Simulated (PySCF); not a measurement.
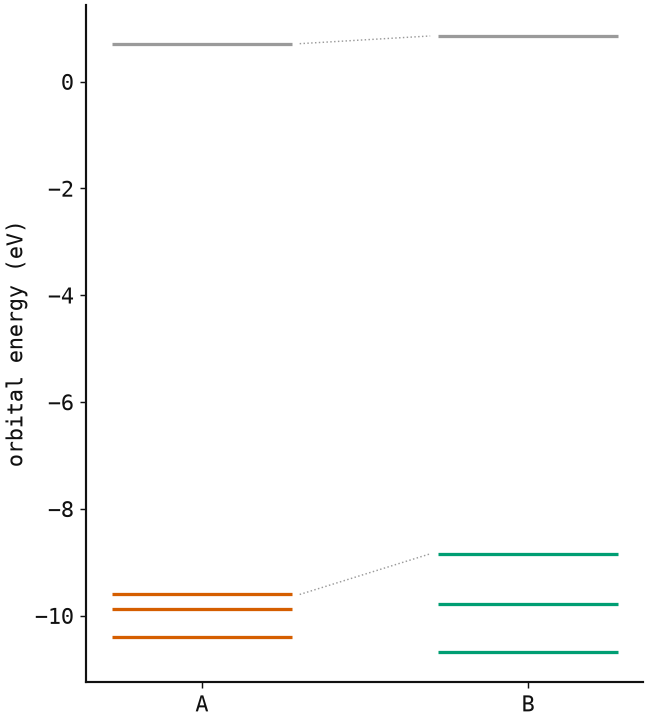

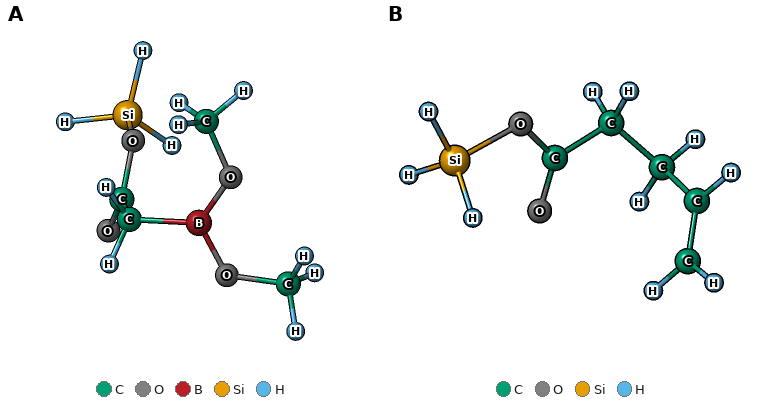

Related molecules: A is C₄H₁₁BO₄Si, SMILES COB(CC(=O)O[SiH3])OC; B is C₅H₁₀O₂Si, SMILES C=CCCC(=O)O[SiH3]. Frontier orbital energies, CAM-B3LYP/def2-SVPD in PySCF 2.14.0, at a PBE0-D3(BJ)/def2-SVP geometry (no frequency check); drawn are at most three filled levels and, in grey, the LUMO with any level within 0.03 eV of it; dotted lines join the HOMOs and the LUMOs.

What does the change do to the frontier levels?

From A to B the HOMO rises by 0.76 eV and the LUMO rises by 0.14 eV, so the separation goes from 10.31 to 9.70 eV.

Does the ΔSCF ionisation energy follow the HOMO?

A: −ε(HOMO) 9.60, ΔSCF 10.32 eV; B: −ε(HOMO) 8.84, ΔSCF 9.72 eV.

Caveats, for all or some of the runs: empty levels above zero depend strongly on the basis; one conformer of a flexible molecule.
